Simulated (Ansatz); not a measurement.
The calculation's input:

```
crystal:
  periodic: [false, false, false]
  atoms:
    - { symbol: Ge, position_ang: [0.0, 0.0, 0.0] }
    - { symbol: Ge, position_ang: [0.0, 0.0, 2.75] }
    - { symbol: H, position_ang: [-1.3958, -0.4318, 3.2674] }
    - { symbol: H, position_ang: [1.0719, -0.9929, 3.2674] }
    - { symbol: H, position_ang: [0.324, 1.4247, 3.2674] }
    - { symbol: O, position_ang: [1.6691, 0.0, -0.5894] }
    - { symbol: H, position_ang: [1.9855, -0.9521, -0.7061] }
    - { symbol: F, position_ang: [-0.7913, 1.3709, -0.5594] }
    - { symbol: F, position_ang: [-0.7913, -1.3709, -0.5594] }
    - { symbol: Br, position_ang: [-2.5623, 0.0, 0.8514] }
    - { symbol: H, position_ang: [-1.542, 0.0, 2.1674] }
basis:
  gaussian: { orbitals: def2-SVP }
hamiltonian:
  xc: pbe
relax:
  f_tol: 0.15
  max_steps: 25
  restrain:
    - { distance: [0, 9], at: 3.6, k: 30.0 }
    - { distance: [10, 1], at: 2.75, k: 30.0 }
    - { distance: [0, 1], at: 2.4, k: 30.0 }
    - { distance: [10, 9], at: 1.55, k: 30.0 }
output:
  orbitals: {}
```

Launched as:

```sh
ansatz run input.yaml --threads 4 --pin off --max-ram 5120MiB --backend cpu --events-out ev --progress --plain --runs-dir out
```

The fields are those of the run's last geometry, not of the input's.

Not at a stationary point (largest force 1.3 eV/Å).

All numbers below come from RKS PBE/def2-SVP in Ansatz.

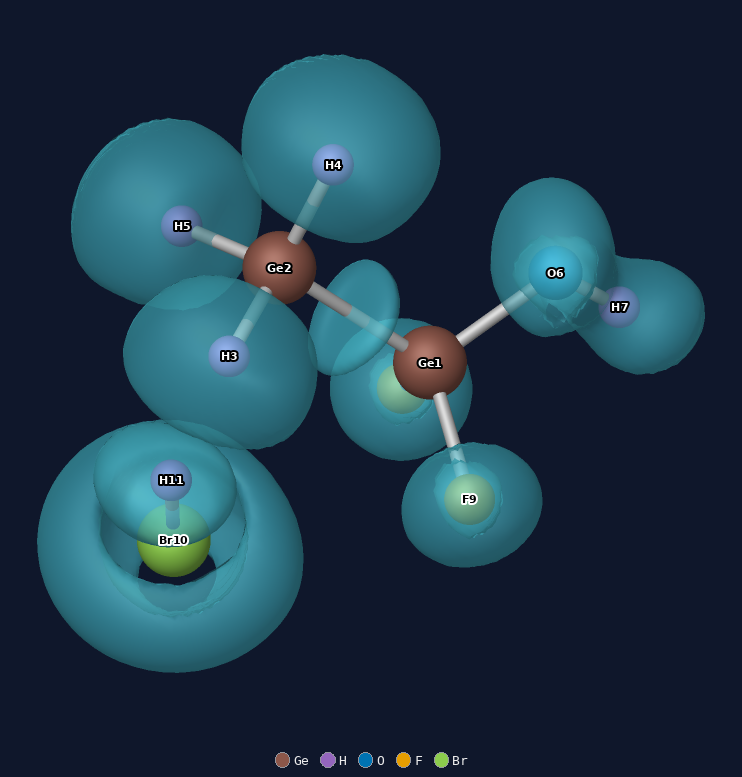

F2Ge2H4O···HBr. Isosurface of the electron localisation function at 0.75 (cyan), seen at a tilt. Only the valence region is drawn (cores and ρ < 0.01 e/Å³ removed).

> What do the ELF domains correspond to?

The ELF exceeds this value in one region between bonded Ge–Ge atoms (shared pairs), four regions around hydrogen nuclei, one ring or bowl of non-bonding electrons around Br, two regions wrapped around F (the valence shell of each) and one joined region spread over several atoms (H, O), in which their bonds and any lone pairs are merged. Profiles from the grid: Ge2···H11 (2.75 Å): the ELF dips to about 0.05 between them. Ge–F (1.75 Å): the ELF peaks at about 0.80 in the valence shell of F, 0.5 Å from its nucleus, and is about 0.25 at the midpoint.
